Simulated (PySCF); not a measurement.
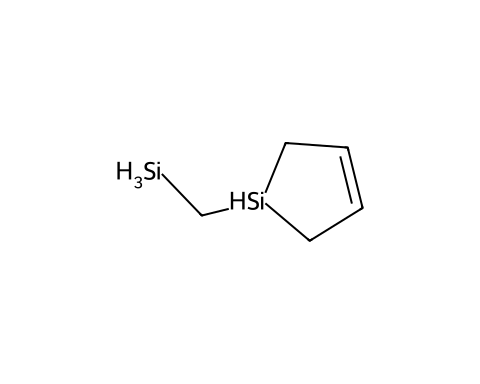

The geometry was computed by an optimisation with PBE0-D3(BJ)/def2-SVP. No frequency run is at hand to confirm it as a minimum. Program: PySCF 2.14.0.

Compare HOMO–LUMO gap (eV), HOMO energy (eV), dipole (D) at these levels: B3LYP/def2-SVPD; B3LYP/def2-SVPD in benzene (IEF-PCM); B3LYP/def2-SVPD in dichloromethane (IEF-PCM); BHandHLYP/aug-pcX-1 (pcseg-1 on H) (def2-SVPD on Si); PBE0/pcSseg-1 in benzene (IEF-PCM); PBE0/pcSseg-1 in dichloromethane (IEF-PCM).

```
                                               level  HOMO–LUMO gap (eV)  HOMO energy (eV)  dipole (D)
                                     B3LYP/def2-SVPD                7.00             −6.84        0.88
                B3LYP/def2-SVPD in benzene (IEF-PCM)                7.02             −6.77        1.01
        B3LYP/def2-SVPD in dichloromethane (IEF-PCM)                7.03             −6.75        1.17
BHandHLYP/aug-pcX-1 (pcseg-1 on H) (def2-SVPD on Si)                8.57             −7.99        0.81
                  PBE0/pcSseg-1 in benzene (IEF-PCM)                7.58             −7.00        0.96
          PBE0/pcSseg-1 in dichloromethane (IEF-PCM)                7.59             −7.00        1.08
```
